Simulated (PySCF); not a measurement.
# Zn²⁺: excitation energies in aug-cc-pwCVDZ-PP with ECP10

Each state of zinc is computed at each level; their differences give the excitation energy. How far do the methods differ?

Program: PySCF 2.14.0. Level of theory: unrestricted determinants in a Gaussian basis, no spin-orbit coupling in the energies. These are calculated values, not measurements, unless marked.

## 1. Starting point

| Property | Result |
| --- | --- |
| Element | zinc (Z = 30) |
| Basis | aug-cc-pwCVDZ-PP with ECP10MDF (6s6p5d3f, 70 functions) |
| Hamiltonian | scalar relativity through the core potential |
| State 1 | Zn²⁺: [Ar] 3d9 4p1, one real determinant (an excited configuration) |
| State 2 | Zn²⁺: [Ar] 3d9 4s1, high-spin 3D determinant (an excited configuration) |
| State 3 | Zn²⁺: [Ar] 3d9 4s1, 4s spin antiparallel (an excited configuration) |
| Needed too, but not shown | Zn²⁺ [Ar] 3d10 (1S) |
| Methods | CCSD(T) |
| Core shells frozen in the correlated runs | valence: 3s2 3p6 (for Zn²⁺) |

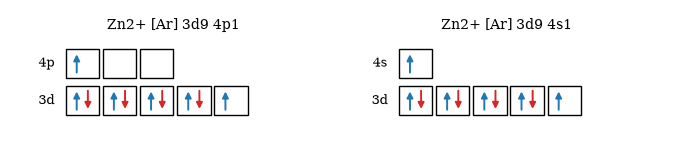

Occupation of the outer shells (arrows by Hund's rule).

The runs were made by one driver on top of PySCF. The scripts below sum up each run's settings (the driver also hands on starting orbitals that pick excited configurations, and frozen orbitals as a list rather than a count), and the logs come from the driver's own runs. The driver starts from symmetry-adapted Hartree-Fock orbitals, holds the occupation by maximum overlap and uses a logarithmic radial grid for functionals, so a plain start would take other cycles.

The integrals over 70 functions and the set-up took 0.19 s of CPU time.

## 2. Zn²⁺ [Ar] 3d9 4p1: CCSD(T) (valence)

**CCSD(T) (valence)**

Contents of input.py:

```python
from pyscf import gto, scf, dft, mp, cc
import basis_set_exchange as bse
txt = bse.get_basis("aug-cc-pwCVDZ-PP", elements=["Zn"], fmt="nwchem", header=False)
cut = txt.index("\nECP")
mol = gto.M(atom="Zn 0 0 0", charge=2, spin=2, symmetry="D2h",
            basis=gto.basis.parse(txt[:cut]),
            ecp={"Zn": gto.basis.parse_ecp(txt[cut:])})
mf = scf.UHF(mol)
mf.irrep_nelec = {'Ag': (3, 2), 'B1g': (1, 1), 'B2g': (1, 1), 'B3g': (1, 1), 'B1u': (2, 1), 'B2u': (1, 1), 'B3u': (1, 1)}
mf.kernel()
mycc = cc.CCSD(mf, frozen=4).run()
mycc.ccsd_t()
```

What it wrote:

```text
CC2 = 0
CCSD nocc = (np.int64(6), np.int64(4)), nmo = (66, 66)
frozen orbitals [[0, 1, 2, 3], [0, 1, 2, 3]]
max_cycle = 100
direct = 0
conv_tol = 1e-08
conv_tol_normt = 1e-06
diis_space = 8
diis_start_cycle = 0
Init t2, MP2 energy = -0.351276838134399
Init E_corr(UCCSD) = -0.35127683813908
cycle = 1  E_corr(UCCSD) = -0.327090827195562  dE = 0.0241860109  norm(t1,t2) = 0.037067
cycle = 2  E_corr(UCCSD) = -0.332505430018851  dE = -0.00541460282  norm(t1,t2) = 0.0112147
cycle = 3  E_corr(UCCSD) = -0.331955976416471  dE = 0.000549453602  norm(t1,t2) = 0.00547094
cycle = 4  E_corr(UCCSD) = -0.332264762748372  dE = -0.000308786332  norm(t1,t2) = 0.00366485
cycle = 5  E_corr(UCCSD) = -0.33246163392044  dE = -0.000196871172  norm(t1,t2) = 0.00284549
cycle = 6  E_corr(UCCSD) = -0.332426885418255  dE = 3.47485022e-05  norm(t1,t2) = 0.00222301
cycle = 7  E_corr(UCCSD) = -0.332543525565262  dE = -0.000116640147  norm(t1,t2) = 0.00114786
cycle = 8  E_corr(UCCSD) = -0.332554222949571  dE = -1.06973843e-05  norm(t1,t2) = 0.000366623
cycle = 9  E_corr(UCCSD) = -0.332540670809687  dE = 1.35521399e-05  norm(t1,t2) = 0.000160384
cycle = 10  E_corr(UCCSD) = -0.332547420599416  dE = -6.74978973e-06  norm(t1,t2) = 5.40544e-05
cycle = 11  E_corr(UCCSD) = -0.332547332186859  dE = 8.84125577e-08  norm(t1,t2) = 1.86448e-05
cycle = 12  E_corr(UCCSD) = -0.332547264015349  dE = 6.817151e-08  norm(t1,t2) = 7.30607e-06
cycle = 13  E_corr(UCCSD) = -0.332547204820594  dE = 5.91947542e-08  norm(t1,t2) = 2.37297e-06
cycle = 14  E_corr(UCCSD) = -0.332547173994366  dE = 3.08262289e-08  norm(t1,t2) = 9.7075e-07
cycle = 15  E_corr(UCCSD) = -0.332547189731359  dE = -1.57369934e-08  norm(t1,t2) = 3.47315e-07
cycle = 16  E_corr(UCCSD) = -0.332547185630936  dE = 4.10042261e-09  norm(t1,t2) = 1.20992e-07
UCCSD converged
E(UCCSD) = -224.8153799594834  E_corr = -0.3325471856309364
UCCSD(T) correction = -0.00655031306812477
```

It used 6.9 s of CPU time after the integrals (shared host).

CCSD correlation -0.33255 hartree, triples -0.00655; total -224.821930. T1 = 0.007, largest double amplitude 0.041.

The real determinant used has ⟨L²⟩ near 8 against 12 for a pure F term, so it mixes terms.

## 3. Zn²⁺ [Ar] 3d9 4s1: CCSD(T) (valence)

**CCSD(T) (valence)**

input.py: that of step 2 with these lines changed.

```diff
@@ -8,3 +8,3 @@
 mf = scf.UHF(mol)
-mf.irrep_nelec = {'Ag': (3, 2), 'B1g': (1, 1), 'B2g': (1, 1), 'B3g': (1, 1), 'B1u': (2, 1), 'B2u': (1, 1), 'B3u': (1, 1)}
+mf.irrep_nelec = {'Ag': (4, 2), 'B1g': (1, 1), 'B2g': (1, 1), 'B3g': (1, 1), 'B1u': (1, 1), 'B2u': (1, 1), 'B3u': (1, 1)}
 mf.kernel()
```

What it wrote:

```text
CC2 = 0
CCSD nocc = (np.int64(6), np.int64(4)), nmo = (66, 66)
frozen orbitals [[0, 1, 2, 3], [0, 1, 2, 3]]
max_cycle = 100
direct = 0
conv_tol = 1e-08
conv_tol_normt = 1e-06
diis_space = 8
diis_start_cycle = 0
Init t2, MP2 energy = -0.36068838880715
Init E_corr(UCCSD) = -0.36068838881748
cycle = 1  E_corr(UCCSD) = -0.335135429434794  dE = 0.0255529594  norm(t1,t2) = 0.0375629
cycle = 2  E_corr(UCCSD) = -0.340920275017985  dE = -0.00578484558  norm(t1,t2) = 0.010152
cycle = 3  E_corr(UCCSD) = -0.34030758699221  dE = 0.000612688026  norm(t1,t2) = 0.00403215
cycle = 4  E_corr(UCCSD) = -0.340506818072759  dE = -0.000199231081  norm(t1,t2) = 0.00158341
cycle = 5  E_corr(UCCSD) = -0.340579779214336  dE = -7.29611416e-05  norm(t1,t2) = 0.000434339
cycle = 6  E_corr(UCCSD) = -0.34055496819773  dE = 2.48110166e-05  norm(t1,t2) = 0.00016636
cycle = 7  E_corr(UCCSD) = -0.34055535837016  dE = -3.9017243e-07  norm(t1,t2) = 4.44357e-05
cycle = 8  E_corr(UCCSD) = -0.340556497232865  dE = -1.13886271e-06  norm(t1,t2) = 1.19459e-05
cycle = 9  E_corr(UCCSD) = -0.340555991122184  dE = 5.06110681e-07  norm(t1,t2) = 3.28378e-06
cycle = 10  E_corr(UCCSD) = -0.340555993908574  dE = -2.78639073e-09  norm(t1,t2) = 8.42095e-07
UCCSD converged
E(UCCSD) = -225.0886406804559  E_corr = -0.3405559939085745
UCCSD(T) correction = -0.00654162917684223
```

CPU time 5.6 s on a shared host, the integrals not counted.

CCSD correlation -0.34056 hartree, triples -0.00654; total -225.095182. T1 = 0.006, largest double amplitude 0.013.

## 4. Zn²⁺ [Ar] 3d9 4s1, s spin flipped, at CCSD(T) (valence)

**CCSD(T) (valence)**

Contents of input.py:

```python
from pyscf import gto, scf, dft, mp, cc
import basis_set_exchange as bse
txt = bse.get_basis("aug-cc-pwCVDZ-PP", elements=["Zn"], fmt="nwchem", header=False)
cut = txt.index("\nECP")
mol = gto.M(atom="Zn 0 0 0", charge=2, spin=0, symmetry="D2h",
            basis=gto.basis.parse(txt[:cut]),
            ecp={"Zn": gto.basis.parse_ecp(txt[cut:])})
mf = scf.UHF(mol)
mf.irrep_nelec = {'Ag': (3, 3), 'B1g': (1, 1), 'B2g': (1, 1), 'B3g': (1, 1), 'B1u': (1, 1), 'B2u': (1, 1), 'B3u': (1, 1)}
mf.kernel()
mycc = cc.CCSD(mf, frozen=4).run()
mycc.ccsd_t()
```

What it wrote:

```text
CC2 = 0
CCSD nocc = (np.int64(5), np.int64(5)), nmo = (66, 66)
frozen orbitals [[0, 1, 2, 3], [0, 1, 2, 3]]
max_cycle = 100
direct = 0
conv_tol = 1e-08
conv_tol_normt = 1e-06
diis_space = 8
diis_start_cycle = 0
Init t2, MP2 energy = -0.360702080997845
Init E_corr(UCCSD) = -0.360702080997938
cycle = 1  E_corr(UCCSD) = -0.335358500487159  dE = 0.0253435805  norm(t1,t2) = 0.0379837
cycle = 2  E_corr(UCCSD) = -0.341173215418064  dE = -0.00581471493  norm(t1,t2) = 0.0111385
cycle = 3  E_corr(UCCSD) = -0.340592714429228  dE = 0.000580500989  norm(t1,t2) = 0.00580853
cycle = 4  E_corr(UCCSD) = -0.34089311302249  dE = -0.000300398593  norm(t1,t2) = 0.00424319
cycle = 5  E_corr(UCCSD) = -0.341193130168494  dE = -0.000300017146  norm(t1,t2) = 0.00347686
cycle = 6  E_corr(UCCSD) = -0.341165453456037  dE = 2.76767125e-05  norm(t1,t2) = 0.00262809
cycle = 7  E_corr(UCCSD) = -0.34133658306231  dE = -0.000171129606  norm(t1,t2) = 0.0015171
cycle = 8  E_corr(UCCSD) = -0.34136861763272  dE = -3.20345704e-05  norm(t1,t2) = 0.000427933
cycle = 9  E_corr(UCCSD) = -0.341356969992811  dE = 1.16476399e-05  norm(t1,t2) = 0.000160811
cycle = 10  E_corr(UCCSD) = -0.341362606571723  dE = -5.63657891e-06  norm(t1,t2) = 4.42466e-05
cycle = 11  E_corr(UCCSD) = -0.341362650563006  dE = -4.39912831e-08  norm(t1,t2) = 1.83168e-05
cycle = 12  E_corr(UCCSD) = -0.341362311634941  dE = 3.38928065e-07  norm(t1,t2) = 6.29437e-06
cycle = 13  E_corr(UCCSD) = -0.341362308858934  dE = 2.77600676e-09  norm(t1,t2) = 2.21091e-06
cycle = 14  E_corr(UCCSD) = -0.341362289640907  dE = 1.92180277e-08  norm(t1,t2) = 8.37425e-07
cycle = 15  E_corr(UCCSD) = -0.341362313694389  dE = -2.40534818e-08  norm(t1,t2) = 2.74108e-07
cycle = 16  E_corr(UCCSD) = -0.341362310155458  dE = 3.53893098e-09  norm(t1,t2) = 1.57432e-07
UCCSD converged
E(UCCSD) = -225.0807667796003  E_corr = -0.3413623101554575
UCCSD(T) correction = -0.00716903418318329
```

It used 7.2 s of CPU time after the integrals (shared host).

CCSD correlation -0.34136 hartree, triples -0.00717; total -225.087936. T1 = 0.007, largest double amplitude 0.079.

With the s spin flipped the determinant is a mixture of two multiplicities, not a spectroscopic state.

## 5. The energy differences

Excitation energy: Zn²⁺ [Ar] 3d10 (1S) → Zn²⁺ [Ar] 3d9 4p1 (high-spin determinant).

```csv
method,value (eV),less CCSD(T) (valence) (eV)
UHF,15.323,-1.905
MP2 (valence),17.788,+0.561
SCS-MP2 (valence),17.561,+0.334
CCSD (valence),17.139,-0.088
CCSD(T) (valence),17.227,+0.000
```

Excitation energy: Zn²⁺ [Ar] 3d10 (1S) → Zn²⁺ [Ar] 3d9 4s1 (3D).

```csv
method,value (eV),less CCSD(T) (valence) (eV)
UHF,8.105,-1.687
MP2 (valence),10.314,+0.523
SCS-MP2 (valence),10.122,+0.330
CCSD (valence),9.703,-0.089
CCSD(T) (valence),9.792,+0.000
```

Excitation energy: Zn²⁺ [Ar] 3d10 (1S) → Zn²⁺ [Ar] 3d9 4s1, s spin flipped.

```csv
method,value (eV)
UHF,8.341
MP2 (valence),10.550
SCS-MP2 (valence),10.298
```

The upper determinant mixes two multiplicities, so it lies between the two terms.

The differences also use runs on Zn²⁺ [Ar] 3d10 (1S), which are not shown here. The runs at UHF, MP2 (valence) are not shown; their differences are listed all the same.

## 6. Results

| quantity | value |
| --- | --- |
| excitation energy, Zn²⁺ → [Ar] 3d9 4p1 | UHF 15.323, CCSD(T) (valence) 17.227 eV |
| excitation energy, Zn²⁺ → [Ar] 3d9 4s1 | UHF 8.105, CCSD(T) (valence) 9.792 eV |
| excitation energy, Zn²⁺ → [Ar] 3d9 4s1, s spin flipped | UHF 8.341, MP2 (valence) 10.550 eV |

Each level's miss (mean over 2 differences):

```csv
method,mean absolute miss against CCSD(T) (valence) (eV)
UHF,1.796
MP2 (valence),0.542
SCS-MP2 (valence),0.332
CCSD (valence),0.089
CCSD(T) (valence),0.000
```

In words: The coupled-cluster values of one difference were set aside by the checks on these runs and are not quoted; the lower level shown rests on the same reference and is no safer. For the first difference the methods span 2.466 eV, from UHF (15.323) to MP2 (valence) (17.788). No reference value is at hand in this session. The basis is finite, and no extrapolation was made.
